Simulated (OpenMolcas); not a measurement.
**GaCl (SMILES [Cl][Ga]): a chain of runs**

Wanted: a series of 8 runs (HF/ANO-R0, CASSCF(2,2)/ANO-R1, CASPT2(2,2)/ANO-R1, SC-NEVPT2(2,2)/ANO-R1, MC-PDFT[tPBE](2,2)/ANO-R1) of GaCl. 

The results are computed with OpenMolcas 26.06.

## (1) The system as given

The species is GaCl (2 atoms), meant as a singlet with charge 0. As SMILES, `[Cl][Ga]`. The shape is that of a PBE0-D4/def2-TZVP optimisation.

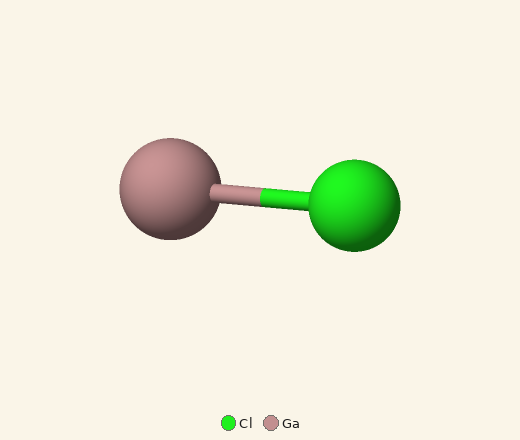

The structure, seen from a chosen angle (chlorine green, gallium pink).

## (2) The energy at HF/ANO-R0 (sfX2C) (run 1)

File struct.xyz:

```xyz
2

Cl     0.000000     0.000000    -0.023560
Ga     0.000000     0.000000     2.192160
```

File step1.input:

```
* ClGa Hartree-Fock

&gateway
 coord = struct.xyz
 basis = ANO-R0
 group = NoSym

&seward

&scf
 prorbitals = 0

&localisation
 occupied
 freeze
 pipek-mezey

&localisation
 fileorb = $Project.LocOrb
 virtual
 pipek-mezey
```

The run is started by

```bash
export MOLCAS_MEM=1860
pymolcas step1.input > step1.log
```

Output (excerpt; [...] marks lines left out):

```text
--- Start Module: gateway ---
[...]
--- Stop Module: gateway /rc=_RC_ALL_IS_WELL_ ---
[...]
      Basis functions           27
[...]
       Convergence after   8 Iterations
[...]
::    Total SCF energy                              -2403.1790692240
[...]
      Total spin, S                                     0.0000000000
[...]
      Total electronic charge=   48.000000
      Total            charge=   -0.000000
[...]
      Dipole Moment (debye):
      Origin of the operator (angstrom)=    0.0000    0.0000    1.4464
                   X= -2.6103E-13               Y=  1.0467E-13               Z=  1.6375E+00           Total=  1.6375E+00
      Quadrupole Moment (debye*angstrom):
[...]
--- Start Module: localisation ---
[...]
--- Stop Module: localisation /rc=_RC_ALL_IS_WELL_ ---
--- Start Module: localisation ---
[...]
--- Stop Module: localisation /rc=_RC_ALL_IS_WELL_ ---
[...]
```

Run time: 2.8 s. Hardware: 1 thread of Arm Neoverse V1, shared host; peak memory 0.38 GiB.

## (3) A single-point energy at CASSCF(2,2)/ANO-R1 (sfX2C) (run 2)

struct.xyz is that of step 2.

File step2.input:

```
&GATEWAY
  COORD = struct.xyz
  BASIS = ANO-R0
  GROUP = NoSym

&SEWARD

&RASSCF
  FILEORB = $CurrDir/step1.LocOrb
  ALTER = 2
  1 21 24
  1 25 27
  SPIN = 1
  NACTEL = 2 0 0
  INACTIVE = 23
  RAS2 = 2
  ORBLISTING = Nothing
>>> COPY $Project.RunFile RUNFIL1
>>> COPY $Project.RasOrb INPORB

&GATEWAY
  COORD = struct.xyz
  BASIS = ANO-R1
  GROUP = NoSym

&SEWARD
>>> COPY $Project.RunFile RUNFIL2

&EXPBAS

&RASSCF
  FILEORB = $Project.ExpOrb
  SPIN = 1
  NACTEL = 2 0 0
  INACTIVE = 23
  RAS2 = 2
  ORBLISTING = Nothing
```

The run is started by

```bash
export MOLCAS_MEM=1860
pymolcas step2.input > step2.log
```

Output (excerpt; [...] marks lines left out):

```text
--- Start Module: gateway ---
[...]
--- Stop Module: gateway /rc=_RC_ALL_IS_WELL_ ---
[...]
      Basis functions           27
[...]
      Number of active orbitals                  2
[...]
      Spin quantum number                      0.0
[...]
      Active orbitals                            2
[...]
      Number of CSFs                             3
[...]
      Number of root(s) required                 1
[...]
      Convergence after 11 iterations
[...]
      printout of CI-coefficients larger than  0.05 for root  1
      energy=   -2403.186347
      conf/sym  11     Coeff  Weight
             1  20   0.99462 0.98928
             3  02  -0.10356 0.01072
      Natural orbitals and occupation numbers for root  1
      sym 1:   1.978552   0.021448
      ************************************************************************************************************************
      *                                                    Final results                                                     *
[...]
::    RASSCF root number  1 Total energy:  -2403.18634675
[...]
      Basis functions           57
[...]
--- Start Module: expbas ---
[...]
--- Stop Module: expbas /rc=_RC_ALL_IS_WELL_ ---
--- Start Module: rasscf ---
[...]
      Convergence after 19 iterations
[...]
      Natural orbitals and occupation numbers for root  1
      sym 1:   1.990521   0.009479
      ************************************************************************************************************************
      *                                                    Final results                                                     *
[...]
::    RASSCF root number  1 Total energy:  -2403.25750538
[...]
      Total electronic charge=   48.000000
      Total            charge=   -0.000000
[...]
      Dipole Moment (debye):
      Origin of the operator (angstrom)=    0.0000    0.0000    1.4464
                   X=  8.1205E-13               Y= -8.2118E-13               Z=  2.3227E+00           Total=  2.3227E+00
      Quadrupole Moment (debye*angstrom):
[...]
--- Stop Module: rasscf /rc=_RC_ALL_IS_WELL_ ---
[...]
```

Wall time 8.1 s (1 thread of Arm Neoverse V1, shared host); peak memory 0.4 GiB.

Runs 3 to 7 aren't shown in full; the table further down has their settings and results.

## (4) A calculation of the kind “vibrational levels from the curve” at MC-PDFT[tPBE](2,2)/ANO-R1 (sfX2C, curve step 7, vibrations 3) (run 8)

File step8.input:

```
&VIBROT
RoVibrational
Atoms=0 Cl 0 Ga
Potential
3.35048 -2405.05623101
3.51678 -2405.09397978
3.68497 -2405.11816844
3.85126 -2405.13225538
4.01945 -2405.13953344
4.18763 -2405.14182155
4.35393 -2405.14068269
4.52211 -2405.13714631
4.69030 -2405.13194631
4.89817 -2405.12413165
5.14950 -2405.11353062
5.44241 -2405.10076892
6.07169 -2405.07551202
7.11860 -2405.04347691
8.37338 -2405.01791445
10.04956 -2404.97559890
12.56101 -2404.96734385
Plot=3.35 12.56 0.1
Grid=199
Range=3.350 12.561
Vibrations=3
Rotations=0 3
Orbital=0
```

The run is started by

```bash
export MOLCAS_MEM=1860
pymolcas step8.input > step8.log
```

Output:

```text
--- Start Module: vibrot ---

                                              &VIBROT

                       available to each process: 1.9 GB of memory, 1 thread

 Vibration-Rotation spectrum for the ClGa molecule.

 Rotational quantum number range   0  3
 Electronic angular momentum       0
 Vibrational quantum number range  0  2
 Mass of atom  35 Cl   63744.318933 au
 Mass of atom  69 Ga  125643.634344 au
 Reduced mass          42289.215132 au

 Statistics for numerical integration
 Number of steps           199
 Step length               0.006675
 Radial integration range  3.350000 12.561000 au
 logarithmic range         1.208960  2.530597

 Spectroscopic constants will be computed
 Matrix elements of operators will not be computed

 Potential read from input
       R(au)     E(au)
     3.350480-2405.056231
     3.516780-2405.093980
     3.684970-2405.118168
     3.851260-2405.132255
     4.019450-2405.139533
     4.187630-2405.141822
     4.353930-2405.140683
     4.522110-2405.137146
     4.690300-2405.131946
     4.898170-2405.124132
     5.149500-2405.113531
     5.442410-2405.100769
     6.071690-2405.075512
     7.118600-2405.043477
     8.373380-2405.017914
    10.049560-2404.975599
    12.561010-2404.967344
 A plot file of the potential will be generated
 Generating plot file:VIBPLT0

 Scaling parameter for potential:    1.000000

 extremum points
                        R(au)         Value
 Max point        11.885245  -2404.967146
 Min point         4.205216  -2405.141840
 Extrapolated value at infinity -2404.969209

 Eigenstates

  Vib. q.n.   Rot. q.n.    Energy
      0           0      0.000828
      1           0      0.002476
      2           0      0.004115
      0           1      0.000829
      1           1      0.002478
      2           1      0.004116
      0           2      0.000832
      1           2      0.002480
      2           2      0.004119
      0           3      0.000836
      1           3      0.002484
      2           3      0.004123

     Rotational constants for vibrational quantum number  0
     B= 1.463758E-01 cm-1     D= 9.621963E-08 cm-1
     Observed and computed term values (cm-1)
       1        2.927513E-01        2.927513E-01        3.730137E-10
       2        8.782516E-01        8.782516E-01       -2.072297E-10
       3        1.756496E+00        1.756496E+00        4.144551E-11

     Rotational constants for vibrational quantum number  1
     B= 1.456478E-01 cm-1     D= 9.486125E-08 cm-1
     Observed and computed term values (cm-1)
       1        2.912951E-01        2.912951E-01       -2.562117E-12
       2        8.738831E-01        8.738831E-01        1.422640E-12
       3        1.747759E+00        1.747759E+00       -2.862155E-13

     Rotational constants for vibrational quantum number  2
     B= 1.449338E-01 cm-1     D= 9.419678E-08 cm-1
     Observed and computed term values (cm-1)
       1        2.898673E-01        2.898673E-01       -1.024680E-12
       2        8.695997E-01        8.695997E-01        5.697665E-13
       3        1.739193E+00        1.739193E+00       -1.123546E-13

     Rotational constants B(nv) and D(nv) in cm-1
       1        1.463758E-01        9.621963E-08
       2        1.456478E-01        9.486125E-08
       3        1.449338E-01        9.419678E-08

     Spectroscopic constants De= 9.660969E-08 cm-1  Betae=-1.011427E-09 cm-1
     Observed and computed D values
       0        9.621963E-08        9.610398E-08        1.156519E-10
       1        9.486125E-08        9.509255E-08       -2.313038E-10
       2        9.419678E-08        9.408113E-08        1.156519E-10

     Spectroscopic constants Be,Alphae and Gammae
     Be= 1.467452E-01 cm-1    Alphae= 7.422733E-04 cm-1    Gammae= 7.090726E-06
     Observed and computed B values
       0        1.463758E-01        1.463758E-01       -4.163336E-16
       1        1.456478E-01        1.456478E-01       -2.775558E-16
       2        1.449338E-01        1.449338E-01       -1.276756E-15

     Vibrational constants we  = 3.640932E+02 cm-1
                           wexe=-1.253764E+00 cm-1
                           weye= 4.195324E-02 cm-1
     Observed and computed band origins
       0        1.817384E+02        1.817384E+02       -4.291678E-12
       1        5.434605E+02        5.434605E+02       -2.569323E-11
       2        9.030526E+02        9.030526E+02       -2.228262E-11

     Spectroscopic constants for ClGa

     Range of J-values used in fit  0  3
     Range of v-values used in fit  0  2

     Re(a)                 2.2253
     De(ev)                4.6975
     D0(ev)                4.6750
     we(cm-1)        3.640932E+02
     wexe(cm-1)     -1.253764E+00
     weye(cm-1)      4.195324E-02
     Be(cm-1)        1.467452E-01
     Alphae(cm-1)    7.422733E-04
     Gammae(cm-1)    7.090726E-06
     Dele(cm-1)      9.660969E-08
     Betae(cm-1)    -1.011427E-09

     Max deviation in term values is  3.33E-08 cm(-1)

     Term values(observed and computed) in cm(-1)

 J-value         0                     1                     2                     3

 v-value
     0    181.74    181.74      182.03    182.03      182.62    182.62      183.49    183.49
     1    543.46    543.46      543.75    543.75      544.33    544.33      545.21    545.21
     2    903.05    903.05      903.34    903.34      903.92    903.92      904.79    904.79

     observed G-values in cm(-1)

     v      G(v)     deltaG(v+1/2)
     0     181.74
                        361.72
     1     543.46
                        359.59
     2     903.05
--- Stop Module: vibrot /rc=_RC_ALL_IS_WELL_ ---

.##################.
.# Happy landing! #.
.##################.

    Timing: Wall=0.03 User=0.01 System=0.01
```

Run time: 0.26 s. Hardware: 1 thread of Arm Neoverse V1, shared host.

## (5) Overview of the runs

| run | level | localisation | active rule | energy (Eh) | wall time |
| --- | --- | --- | --- | --- | --- |
| 1 | HF/ANO-R0 (sfX2C) | Pipek-Mezey | – | -2403.179069 | 2.8 s |
| 2 | CASSCF(2,2)/ANO-R1 (sfX2C) | – | bond pair | -2403.257505 | 8.1 s |
| 3 | CASPT2(2,2)/ANO-R1 (sfX2C, ipea shift 0.25 Eh, pt2 variant SS) | – | bond pair | -2403.822431 | 89 s |
| 4 | CASPT2(2,2)/ANO-R1 (sfX2C, curve step 3, ipea shift 0.25 Eh, pt2 variant SS, vibrations 3) | – | bond pair | -2403.822554 | 0.28 s |
| 5 | SC-NEVPT2(2,2)/ANO-R1 (sfX2C, pt2 variant SC-NEVPT2) | – | bond pair | -2403.817799 | 86 s |
| 6 | SC-NEVPT2(2,2)/ANO-R1 (sfX2C, curve step 5, pt2 variant SC-NEVPT2, vibrations 3) | – | bond pair | -2403.817843 | 0.26 s |
| 7 | MC-PDFT[tPBE](2,2)/ANO-R1 (sfX2C) | – | bond pair | -2405.141822 | 90 s |
| 8 | MC-PDFT[tPBE](2,2)/ANO-R1 (sfX2C, curve step 7, vibrations 3) | – | bond pair | -2405.141840 | 0.26 s |

## (6) Outcome

| quantity | value |
| --- | --- |
| run 8, MC-PDFT[tPBE](2,2)/ANO-R1: total energy | -2405.14184 Eh |

**Reading.** In run 1 the basis is minimal, so the values are rough. All runs together took 4.6 min, the longest 90 s.
